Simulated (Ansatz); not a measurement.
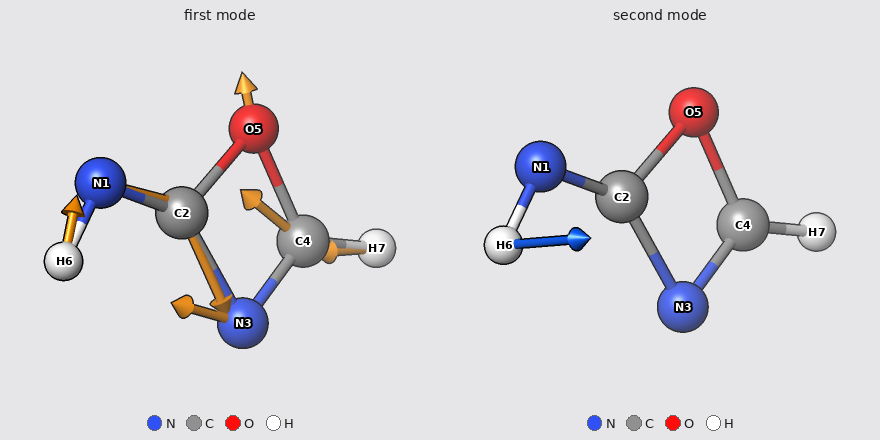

The system is C2H2N2O, SMILES N=C1N=CO1; the picture shows the reference structure; its two panels give the patterns of the first and the second mode as arrows. The first coordinate is: normal mode 5 (847 cm⁻¹); the second: normal mode 6 (891 cm⁻¹). Nothing is relaxed (straight displacements along the two mass-weighted modes). The scan uses a 15 × 15 grid; 120 points were computed and 105 follow by symmetry. All energies are given in kJ/mol relative to the relaxed molecule at the same level. Theory: RKS CAM-B3LYP-D4/def2-SVP (Ansatz 0.2.0).

Its coordinates:

| atom | x (Å) | y (Å) | z (Å) |
| --- | --- | --- | --- |
| N | -1.1256 | 0.9814 | -0.9539 |
| C | -0.3292 | 0.3070 | -0.2967 |
| N | -0.1820 | -1.0063 | 0.2647 |
| C | 0.9454 | -0.5476 | 0.6718 |
| O | 0.9474 | 0.7290 | 0.2004 |
| H | -1.9630 | 0.4412 | -1.1824 |
| H | 1.7683 | -0.9728 | 1.2504 |

Range: normal mode 5 (847 cm⁻¹) from −0.477 to 0.477 amu½·Å; normal mode 6 (891 cm⁻¹) from −0.454 to 0.454 amu½·Å.

What landscape does the calculation give?

The lowest grid point is at normal mode 5 (847 cm⁻¹) = 0.000 amu½·Å, normal mode 6 (891 cm⁻¹) = 0.000 amu½·Å, 0.0 kJ/mol from the relaxed molecule at the same level. It is the only kind of minimum in the scanned range. The highest grid point, normal mode 5 (847 cm⁻¹) = 0.477 amu½·Å, normal mode 6 (891 cm⁻¹) = −0.454 amu½·Å, lies 74.7 kJ/mol above the lowest.

```
normal mode 6 (891 cm⁻¹) ↓, normal mode 5 (847 cm⁻¹) →  −0.477  −0.409  −0.341  −0.273  −0.204  −0.136  −0.068  0.000  0.068  0.136  0.204  0.273  0.341  0.409  0.477
                                                 0.454    65.6    59.1    53.6    48.9    45.3    42.7    41.2   40.8   41.5   43.5   46.9   51.6   57.7   65.4   74.7
                                                 0.389    53.4    46.9    41.3    36.6    32.9    30.3    28.7   28.2   29.0   30.9   34.2   38.9   45.0   52.6   61.9
                                                 0.324    43.8    37.3    31.6    26.9    23.2    20.5    18.9   18.4   19.1   21.0   24.2   28.9   34.9   42.5   51.7
                                                 0.259    36.6    30.1    24.4    19.7    15.9    13.2    11.6   11.0   11.7   13.6   16.8   21.4   27.4   35.0   44.1
                                                 0.194    31.6    25.0    19.3    14.6    10.8     8.1     6.4    5.8    6.5    8.3   11.5   16.1   22.1   29.6   38.8
                                                 0.130    28.3    21.7    16.0    11.3     7.5     4.7     3.0    2.5    3.1    4.9    8.1   12.6   18.6   26.1   35.2
                                                 0.065    26.4    19.9    14.2     9.4     5.6     2.9     1.2    0.6    1.2    3.0    6.2   10.7   16.7   24.2   33.3
                                                 0.000    25.9    19.3    13.6     8.8     5.0     2.3     0.6    0.0    0.6    2.4    5.6   10.1   16.0   23.5   32.6
                                                −0.065    26.4    19.9    14.2     9.4     5.6     2.9     1.2    0.6    1.2    3.0    6.2   10.7   16.7   24.2   33.3
                                                −0.130    28.3    21.7    16.0    11.3     7.5     4.7     3.0    2.5    3.1    4.9    8.1   12.6   18.6   26.1   35.2
                                                −0.194    31.6    25.0    19.3    14.6    10.8     8.1     6.4    5.8    6.5    8.3   11.5   16.1   22.1   29.6   38.8
                                                −0.259    36.6    30.1    24.4    19.7    15.9    13.2    11.6   11.0   11.7   13.6   16.8   21.4   27.4   35.0   44.1
                                                −0.324    43.8    37.3    31.6    26.9    23.2    20.5    18.9   18.4   19.1   21.0   24.2   28.9   34.9   42.5   51.7
                                                −0.389    53.4    46.9    41.3    36.6    32.9    30.3    28.7   28.2   29.0   30.9   34.2   38.9   45.0   52.6   61.9
                                                −0.454    65.6    59.1    53.6    48.9    45.3    42.7    41.2   40.8   41.5   43.5   46.9   51.6   57.7   65.4   74.7
```

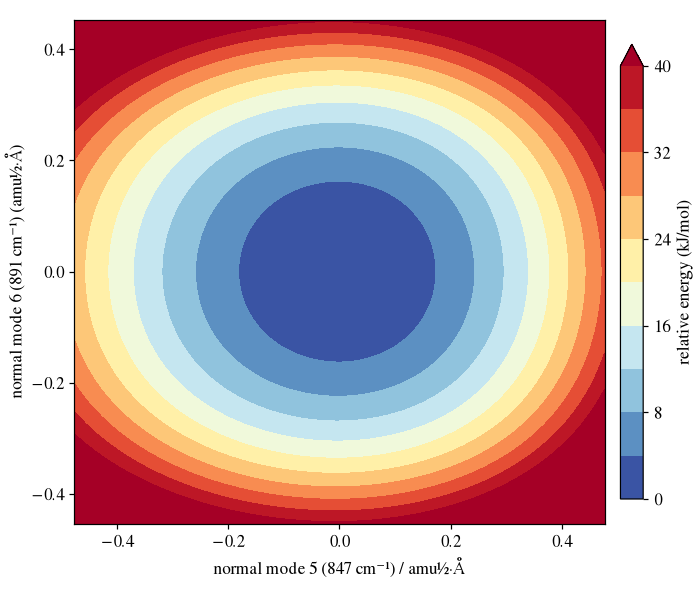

Drawn: filled contours, one colour for all values above the top of the scale. Between grid points the surface is interpolated.

Each point was launched as `ansatz run input.yaml --threads 1 --pin off --max-ram 2560MiB --backend cpu --events-out ev --progress --plain --runs-dir out`. The whole map (120 points run) took 6 min on 1 thread of Intel(R) Xeon(R) Platinum 8488C (Sapphire Rapids), with other jobs on the host.
